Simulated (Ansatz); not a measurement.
# C12H12O2Zr: what the fields show

```xyz
27

O    -0.7085   -2.3621    2.0474
Zr   -0.6900   -1.6039    0.2824
O    -1.4336   -2.6158   -1.1720
C    -1.7704    0.3386    0.3407
C    -2.7084    0.7510   -0.6141
C    -3.2885    2.0106   -0.5664
C    -2.9404    2.8949    0.4449
C    -2.0137    2.5160    1.4053
C    -1.4413    1.2531    1.3496
C     1.4288   -1.1338   -0.2006
C     1.7213   -0.6069   -1.4652
C     3.0058   -0.2135   -1.8131
C     4.0378   -0.3430   -0.8950
C     3.7803   -0.8633    0.3654
C     2.4918   -1.2515    0.7037
H    -0.9303   -2.9114    2.7936
H    -1.7624   -3.3482   -1.6850
H    -2.9963    0.0759   -1.4158
H    -4.0128    2.3059   -1.3183
H    -3.3918    3.8802    0.4846
H    -1.7394    3.2052    2.1969
H    -0.7185    0.9831    2.1174
H     0.9320   -0.4949   -2.2065
H     3.2040    0.1930   -2.7991
H     5.0438   -0.0384   -1.1621
H     4.5865   -0.9648    1.0844
H     2.3143   -1.6557    1.6969
```

Geometry: PBE0-D4/def2-TZVP; core potentials replace the inner electrons of Zr.

Level of theory: RKS PBE0-D4/def2-TZVPP (Ansatz 0.2.0).

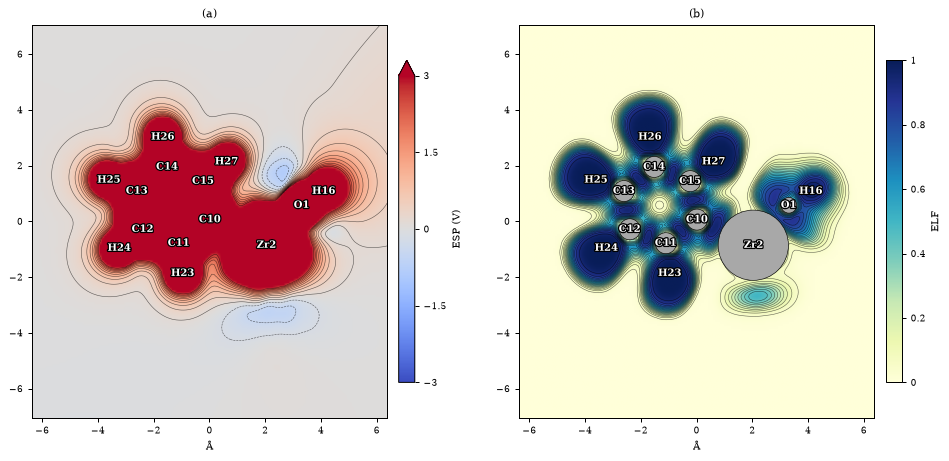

Figure 1. (a) molecular electrostatic potential; (b) electron localisation function on the plane of atoms C10, C11 and C12. Grey discs cover the atomic cores in the ELF map.

Question: Read the bonding off the picture.

Answer: The plane passes through O, Zr, C and H nuclei.
C–C (1.39 Å): the ELF peaks at about 0.95 between the atoms: localised, covalent bonding.
Zr–O (1.92 Å): the ELF peaks at about 0.80 in the valence shell of O, 0.5 Å from its nucleus, and drops to about 0.20 between the two atoms.
C–Zr (2.22 Å): the ELF peaks at about 0.95 in the valence shell of C, 0.6 Å from its nucleus, and is about 0.50 at the midpoint.
O–H (0.95 Å): the ELF climbs to about 1 towards the hydrogen, as it does in any bond to H (an ordinary covalent bond to hydrogen).
C–H (1.09 Å): the ELF climbs to about 1 towards the hydrogen: an ordinary covalent bond to hydrogen.
Outside the dense part of the molecule the potential is most negative (−0.8 V) near O1.

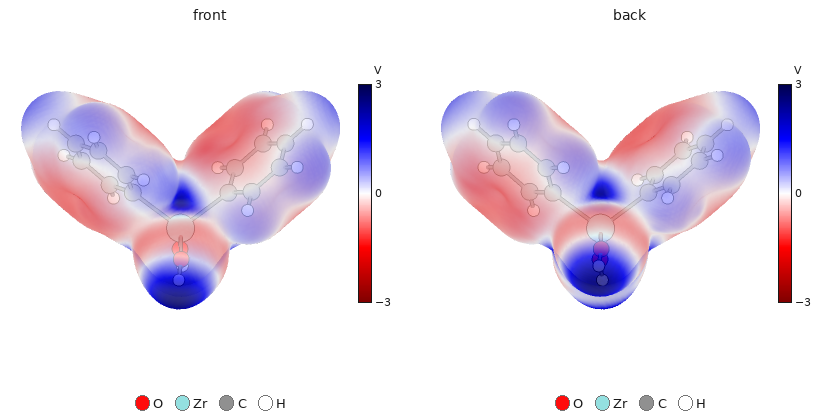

Figure 2. The molecular electrostatic potential painted on the density surface at 0.002 e/bohr³, seen from the front and from behind; the colour scale runs from red (negative) to blue (positive).

Question: Where is the surface potential most negative and most positive?

Answer: The most negative region (about −0.9 V, or −21 kcal/mol for a unit charge) lies over the π face of the C atoms, the most positive (about +2.6 V, or +60 kcal/mol for a unit charge) over H16 and H17.

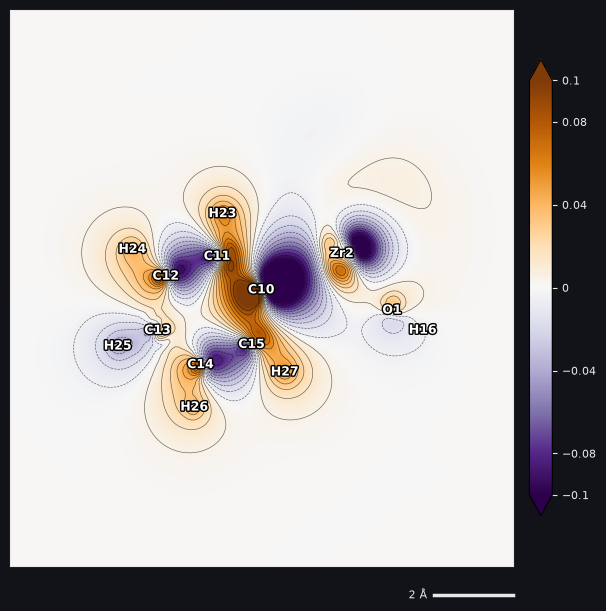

Figure 3. One frontier orbital on the plane of atoms C11, C12 and H24 (values in Å⁻³ᐟ²; the overall sign is arbitrary).

Question: Which orbital is it: HOMO or LUMO?

Answer: The HOMO, at −6.89 eV. Its weight (Hirshfeld) is mainly on C4 (about 15 %), C10 (about 15 %), C13 (about 10 %), C7 (about 10 %), C9 (about 5 %) and C11 (about 5 %).

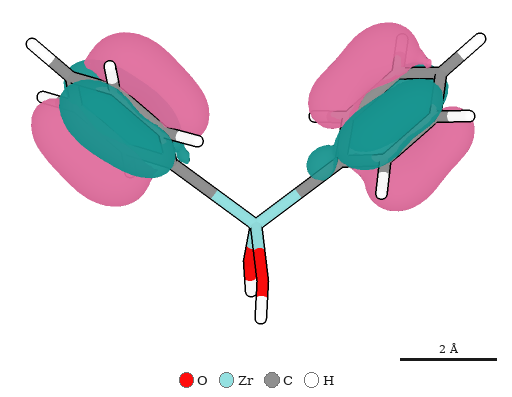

Figure 4. The HOMO−1 at ±0.1 Å⁻³ᐟ² (teal and pink are the two phases), seen across its widest extent.

Question: Where does this orbital lie, and at what energy?

Answer: It lies mainly on C8 (about 10 %), C12 (about 10 %), C15 (about 10 %), C5 (about 10 %), C6 (about 10 %) and C14 (about 10 %). Its energy is −7.07 eV.
